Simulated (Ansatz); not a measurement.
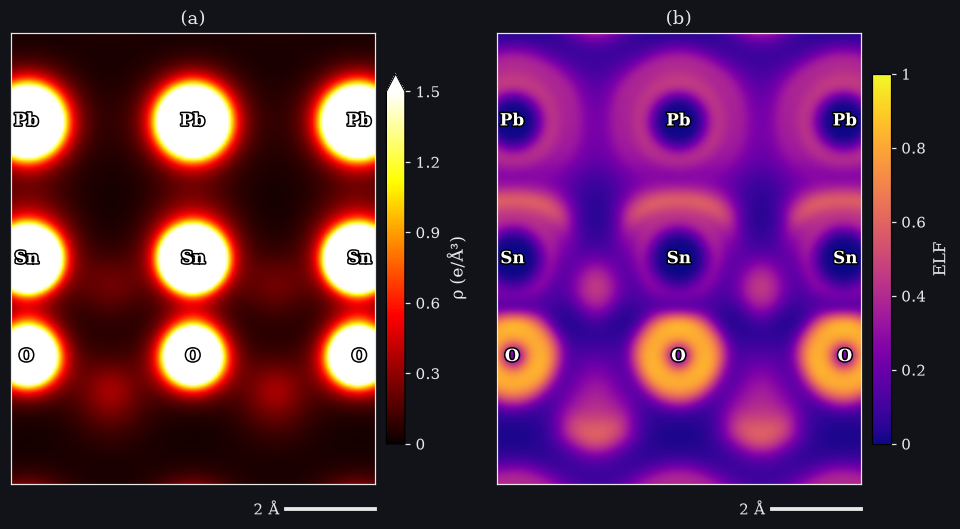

*Sn2PbO2. (a) valence charge density (pseudo); (b) electron localisation function on the (100) plane of the conventional cell.*

Space group P3m1; a structure generated by program, which may or may not match a known phase.

These are results of Ansatz, DFT PBE, scalar-relativistic, plane waves, PAW, not measurements.

What do the fields say about this system?

Answer. Atoms in the plane: Sn, Pb and O.
Sn–O (2.20 Å): ρ is about 0.5 e/Å³ halfway; the ELF peaks at about 0.85 in the valence shell of O, 0.6 Å from its nucleus, and is about 0.25 at the midpoint: no shared electron pair shows on this line.
Sn–Pb (3.10 Å): ρ at the midpoint is about 0.23 e/Å³; the ELF is about 0.45 at the midpoint.
Between the atoms the lowest density in this plane is 0.03 e/Å³.
